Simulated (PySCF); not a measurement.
```yaml
atoms:
  - { symbol: F, position_ang: [2.0635, 1.1056, 1.1304] }
  - { symbol: C, position_ang: [1.5652, 0.3255, 0.1525] }
  - { symbol: C, position_ang: [0.1534, -0.1477, 0.5306] }
  - { symbol: C, position_ang: [-0.8597, 0.9343, 0.2273] }
  - { symbol: C, position_ang: [-1.6257, 0.0856, -0.4978] }
  - { symbol: C, position_ang: [-0.6190, -1.0168, -0.4885] }
  - { symbol: H, position_ang: [2.2046, -0.5717, 0.0835] }
  - { symbol: H, position_ang: [1.6022, 0.8910, -0.7871] }
  - { symbol: H, position_ang: [0.1370, -0.5127, 1.5575] }
  - { symbol: H, position_ang: [-0.8339, 1.9880, 0.4474] }
  - { symbol: H, position_ang: [-2.6599, 0.0826, -0.8041] }
  - { symbol: H, position_ang: [-1.0317, -1.9685, -0.1401] }
  - { symbol: H, position_ang: [-0.1003, -1.1949, -1.4292] }
```

Geometry: GFN2-xTB.

Method: UKS B3LYP, pcH-1 on C F H, non-relativistic, mean-field spin-orbit, GIAO in PySCF 2.14.0, density-fitted response routines.

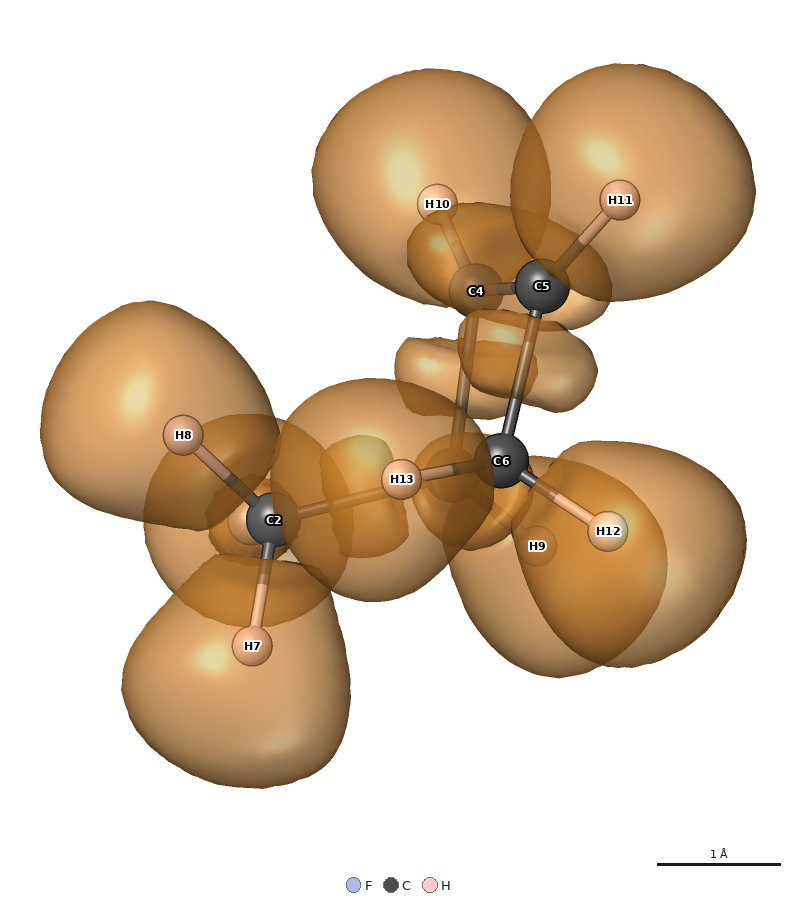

C5H7F (charge +1, doublet). Isosurface of the ELF at 0.75 (orange), seen at an oblique angle. Only the valence region is drawn (cores and ρ < 0.01 e/Å³ removed).

Question: Describe the localisation domains.

Answer: The surface consists of five regions between bonded C–C atoms (shared pairs), seven regions around hydrogen nuclei and one region on F in which the atom's valence shell and bonds are merged. Profiles from the grid: C–F (1.35 Å): the ELF peaks at about 0.80 between the atoms (a shared but strongly polarised pair). C–C (1.35 Å): the ELF peaks at about 0.95 between the atoms (localised, covalent bonding).
